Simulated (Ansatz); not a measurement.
Input

```
crystal:
  lattice:
    - [5.2970243501, 3.0582384344, 5.2737148175]
    - [-5.2970243501, 3.0582384344, 5.2737148175]
    - [0.0, -6.1164768688, 5.2737148175]
  atoms:
    - { symbol: Cs, position: [0.5, 0.5, 0.5] }
    - { symbol: Rb, position: [0.0, 0.0, 0.5] }
    - { symbol: Rb, position: [0.5, 0.0, 0.0] }
    - { symbol: Rb, position: [0.0, 0.5, 0.0] }
    - { symbol: Tb, position: [0.0, 0.0, 0.0] }
basis:
  ecutwfc: 690
kpoints:
  mp_grid: { grid: [6, 6, 6] }
hamiltonian:
  xc: pbe
  pseudopotentials:
    kind: paw
    azcp: { Tb: "pseudopotentials/pbe/nc/lanthanide_3plus/Tb.nc.azcp" }
scf:
  occupations: { method: gaussian, width: 0.1 }
  n_extra_bands: 12
output:
  forces: true
  stress: true
  eigenvalues: true
  populations: true
  dos: { projected: true, de: 0.02, nscf_kmesh: { grid: [8, 8, 8] } }
  bader: false
  write_density: true
  write_potential: true
  elf: true
  volumetric_format: npy
```

Run with:

```sh
ansatz run input.yaml --threads 1 --pin off --max-ram 2560MiB --backend cpu --events-out ev --progress --plain --runs-dir out
```

Below, planes, directions and counts refer to the conventional cell (a = 10.59 Å, b = 10.59 Å, c = 15.82 Å, α = 90.00°, β = 90.00°, γ = 120.00°).

Space group R-3m; a structure generated by program, which may or may not match a known phase; computed without spin polarisation; no Hubbard U on the f states and no spin–orbit coupling.

Method: DFT PBE, scalar-relativistic, plane waves, PAW; 4f electrons in the core of a trivalent norm-conserving potential (Ansatz).

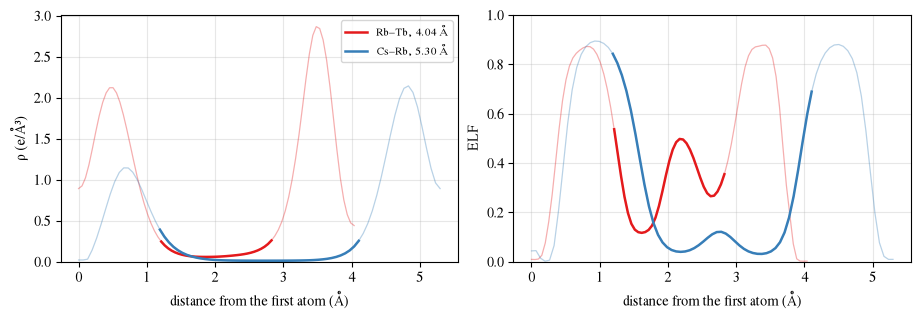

CsRb₃Tb. Valence charge density (pseudo) and electron localisation function along straight lines between neighbouring atoms. Thin, pale parts lie inside the atomic spheres.

Core electrons are replaced by pseudopotentials, and the valence fields are smoothed inside the atomic spheres.

Q: Compare the contacts.

A: Rb–Tb (4.04 Å): ρ at the midpoint is about 0.06 e/Å³; the ELF is about 0.40 at the midpoint (no shared electron pair shows on this line).
Cs–Rb (5.30 Å): the density is about 0.01 e/Å³ at the midpoint; the ELF is about 0.10 at the midpoint: no localised pair shows between them.
